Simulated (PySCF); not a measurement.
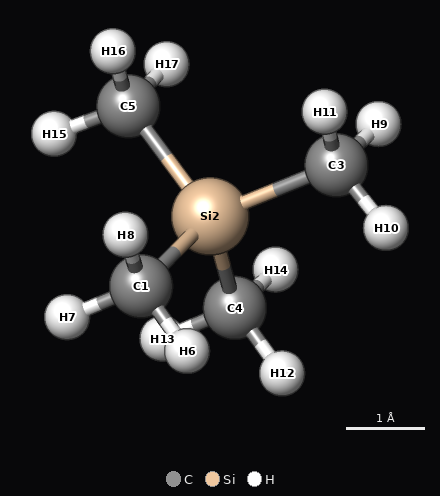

The structure as given in the input (ball-and-stick view, seen at a tilt; atoms are numbered from 1 in the order of the input).

## Two runs on C$_{4}$H$_{12}$Si

System: C$_{4}$H$_{12}$Si, SMILES C[Si](C)(C)C.
Method of run A: GIAO wB97X-D/pcSseg-2 NMR shielding, non-relativistic, IEF-PCM chloroform (PySCF 2.14.0).

The geometry comes from this level: PBE0-D3(BJ)/def2-TZVP. Text and figures count atoms from 1; the logs count them from 0 in places.

**The input, run A**
```
{"job": {"kind": "nmr", "xc": "wB97X-D", "basis": "pcSseg-2", "pop": false, "solvent": "chloroform"}, "charge": 0, "multiplicity": 1}
C      0.377631    -1.484649    -1.079878
Si    -0.000331     0.001220     0.000123
C     -0.212969     1.520389    -1.078989
C     -1.580872    -0.311327     0.960382
C      1.414671     0.278109     1.199844
H     -0.430888    -1.670768    -1.792125
H      0.505607    -2.388627    -0.478295
H      1.296831    -1.332884    -1.652216
H     -0.434154     2.404629    -0.474896
H     -1.035425     1.388536    -1.787405
H      0.692875     1.727961    -1.654676
H     -2.424359    -0.483695     0.286350
H     -1.482802    -1.191180     1.602178
H     -1.832126     0.540090     1.598308
H      1.564594    -0.595729     1.839649
H      2.351500     0.467256     0.669046
H      1.219405     1.136348     1.848391
```

The first line tells a small driver script what to run in PySCF; the rest is the geometry in Å.

Command:
```bash
OMP_NUM_THREADS=2 python <driver script> task.json out
```

Hardware: 2 CPU threads, shared host.

**Output (run A)**
```
coarse grid: 13408 points
cycle   1  E = -449.1665909670  dE =  1.689e-01  |g| = 4.183e-01  |ddm| = 2.594e+00
cycle   2  E = -449.1900746361  dE = -2.348e-02  |g| = 2.921e-01  |ddm| = 4.250e-01
cycle   3  E = -449.2101517653  dE = -2.008e-02  |g| = 1.774e-02  |ddm| = 1.642e-01
cycle   4  E = -449.2102813873  dE = -1.296e-04  |g| = 2.381e-03  |ddm| = 3.474e-02
cycle   5  E = -449.2102831159  dE = -1.729e-06  |g| = 9.254e-04  |ddm| = 5.050e-03
final grid: 121224 points
cycle   6  E = -449.2210875694  dE = -2.855e-04  |g| = 8.003e-03  |ddm| = 4.855e-02
cycle   7  E = -449.2210954492  dE = -7.880e-06  |g| = 5.866e-03  |ddm| = 9.957e-03
cycle   8  E = -449.2211031971  dE = -7.748e-06  |g| = 2.909e-04  |ddm| = 3.106e-03
cycle   9  E = -449.2211032392  dE = -4.209e-08  |g| = 5.000e-05  |ddm| = 7.456e-04
cycle  10  E = -449.2211032405  dE = -1.384e-09  |g| = 1.460e-05  |ddm| = 1.570e-04
cycle  11  E = -449.2211032406  dE = -8.617e-11  |g| = 4.098e-06  |ddm| = 3.610e-05
converged SCF energy = -449.2211032406

GIAO shielding tensors (ppm)
atom      isotropic    diamagn.    paramagn.     s11        s22        s33       span
  0 C      187.098     247.312     -60.213    184.643    184.694    191.958      7.315
  1 Si     341.269     879.112    -537.843    341.141    341.277    341.389      0.248
  2 C      187.120     247.291     -60.171    184.692    184.706    191.963      7.271
  3 C      187.107     247.331     -60.224    184.678    184.691    191.951      7.273
  4 C      187.101     247.321     -60.220    184.651    184.716    191.936      7.284
  5 H       31.613      31.588       0.025     27.637     29.086     38.115     10.478
  6 H       31.614      31.591       0.023     27.637     29.086     38.119     10.482
  7 H       31.612      31.587       0.026     27.636     29.085     38.116     10.480
  8 H       31.610      31.580       0.030     27.632     29.086     38.114     10.482
  9 H       31.613      31.583       0.030     27.636     29.090     38.113     10.477
 10 H       31.613      31.581       0.032     27.634     29.078     38.126     10.492
 11 H       31.614      31.588       0.026     27.637     29.087     38.118     10.480
 12 H       31.615      31.598       0.017     27.640     29.098     38.106     10.465
 13 H       31.614      31.587       0.026     27.636     29.078     38.128     10.492
 14 H       31.616      31.596       0.021     27.640     29.097     38.112     10.472
 15 H       31.614      31.588       0.027     27.637     29.084     38.121     10.484
 16 H       31.614      31.587       0.027     27.638     29.088     38.116     10.477
```

The input of run B differs as follows (lines with − go, lines with + come):
```diff
-"xc": "wB97X-D"
+"xc": "WP04"
```

Predict how the results change.

The total energies belong to different methods, so their difference says nothing on which is more stable or more accurate. The HOMO goes from −10.10 to −9.35 eV. The LUMO goes from 2.16 to −0.68 eV. Of all shieldings, the largest change is that of Si2, by −12.2 ppm. The functional changes from wB97X-D to WP04. Exact exchange removes part of the self-interaction error of semilocal functionals, which pushes filled and empty levels apart. The number of SCF iterations is the same.

**Output (run B)**
```
coarse grid: 13408 points
cycle   1  E = -456.7358786491  dE = -4.017e-03  |g| = 9.364e-01  |ddm| = 2.616e+00
cycle   2  E = -456.6287166594  dE =  1.072e-01  |g| = 1.093e+00  |ddm| = 1.238e+00
cycle   3  E = -456.9520505296  dE = -3.233e-01  |g| = 4.419e-02  |ddm| = 7.508e-01
cycle   4  E = -456.9524303087  dE = -3.798e-04  |g| = 1.567e-02  |ddm| = 4.617e-02
cycle   5  E = -456.9524979162  dE = -6.761e-05  |g| = 5.421e-03  |ddm| = 1.852e-02
cycle   6  E = -456.9525033837  dE = -5.468e-06  |g| = 3.459e-04  |ddm| = 4.356e-03
final grid: 121224 points
cycle   7  E = -456.9641955980  dE = -1.895e-04  |g| = 9.605e-03  |ddm| = 5.417e-02
cycle   8  E = -456.9641847781  dE =  1.082e-05  |g| = 1.149e-02  |ddm| = 1.217e-02
cycle   9  E = -456.9642178837  dE = -3.311e-05  |g| = 3.719e-04  |ddm| = 6.862e-03
cycle  10  E = -456.9642179016  dE = -1.790e-08  |g| = 1.159e-04  |ddm| = 2.320e-04
cycle  11  E = -456.9642179023  dE = -7.655e-10  |g| = 2.701e-05  |ddm| = 6.379e-05
converged SCF energy = -456.9642179023

GIAO shielding tensors (ppm)
atom      isotropic    diamagn.    paramagn.     s11        s22        s33       span
  0 C      175.101     246.055     -70.954    172.850    172.902    179.550      6.701
  1 Si     329.098     882.683    -553.586    329.005    329.085    329.203      0.197
  2 C      175.113     246.047     -70.933    172.883    172.904    179.554      6.671
  3 C      175.101     246.066     -70.966    172.875    172.889    179.538      6.662
  4 C      175.094     246.008     -70.914    172.853    172.915    179.513      6.660
  5 H       31.868      31.771       0.098     28.255     29.540     37.810      9.555
  6 H       31.869      31.772       0.097     28.254     29.539     37.814      9.559
  7 H       31.868      31.767       0.101     28.254     29.539     37.812      9.558
  8 H       31.867      31.761       0.106     28.250     29.541     37.809      9.558
  9 H       31.868      31.762       0.106     28.253     29.544     37.809      9.556
 10 H       31.868      31.757       0.111     28.252     29.533     37.821      9.568
 11 H       31.868      31.769       0.100     28.253     29.541     37.812      9.558
 12 H       31.870      31.775       0.095     28.257     29.551     37.802      9.546
 13 H       31.870      31.768       0.103     28.255     29.534     37.822      9.567
 14 H       31.872      31.770       0.102     28.257     29.550     37.808      9.550
 15 H       31.870      31.761       0.109     28.255     29.540     37.816      9.560
 16 H       31.870      31.763       0.107     28.256     29.543     37.811      9.555
```

**The two runs side by side**

```tsv
quantity	run A	run B
outcome	converged	converged
total energy (hartree)	−449.221103	−456.964218
HOMO (eV)	−10.10	−9.35
LUMO (eV)	2.16	−0.68
dipole moment (D)	0.00	0.00
shielding of C1 (ppm)	187.1	175.1
shielding of Si2 (ppm)	341.3	329.1
shielding of C3 (ppm)	187.1	175.1
shielding of C4 (ppm)	187.1	175.1
shielding of C5 (ppm)	187.1	175.1
shielding of H9 (ppm)	31.6	31.9
shielding of H14 (ppm)	31.6	31.9
SCF iterations	11	11
basis functions	355	355
wall time (shared host)	2.1 min	96 s
```
